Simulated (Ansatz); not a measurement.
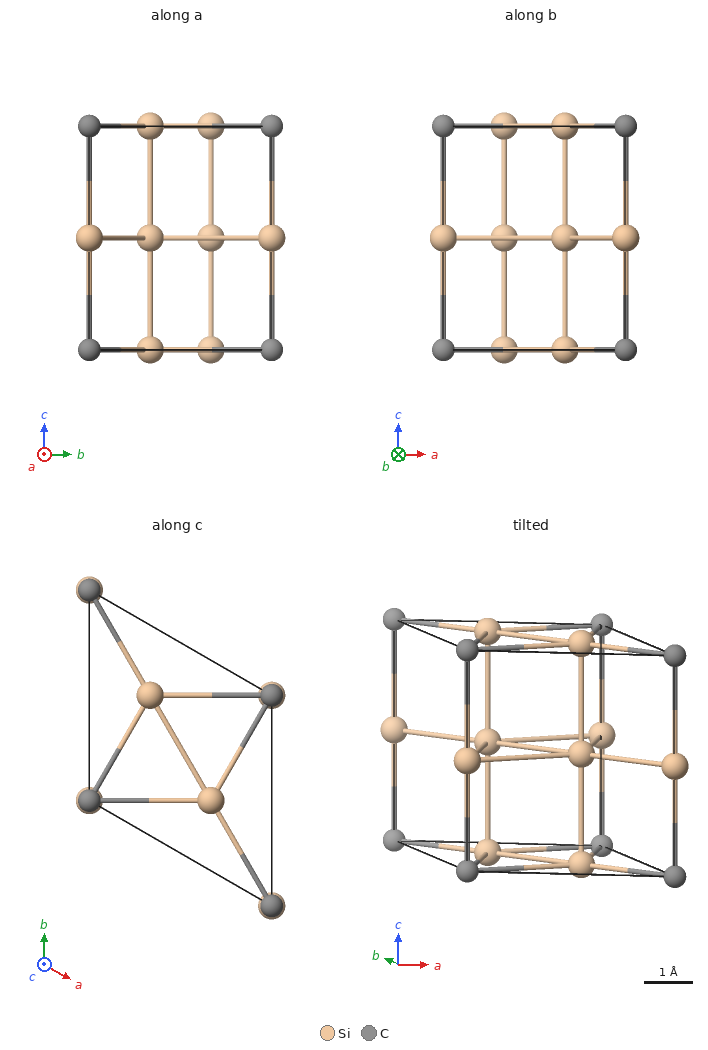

Ball-and-stick representation of a periodic structure, projected along the a axis, along the b axis, along the c axis and slightly off an axis. The parallelepiped is the conventional unit cell.

Lattice parameters: a = 4.436 Å, b = 4.436 Å, c = 4.713 Å, α = 90.00°, β = 90.00°, γ = 120.00°. Put a along x and b in the xy plane.

Set out the cell and atoms as a POSCAR file.

```
Si C
1.0
     4.436    0.000    0.000
    -2.218    3.842    0.000
     0.000    0.000    4.713
Si C
5 1
Direct
  0.3333 0.6667 0.0000
  0.6667 0.3333 0.0000
  0.3333 0.6667 0.5000
  0.6667 0.3333 0.5000
  0.0000 0.0000 0.5000
  0.0000 0.0000 0.0000
```

The initial geometry was a random cell made by a generator, so it need not be a real form of the compound. The structure drawn was relaxed with DFT PBE, scalar-relativistic, plane waves, PAW in Ansatz.
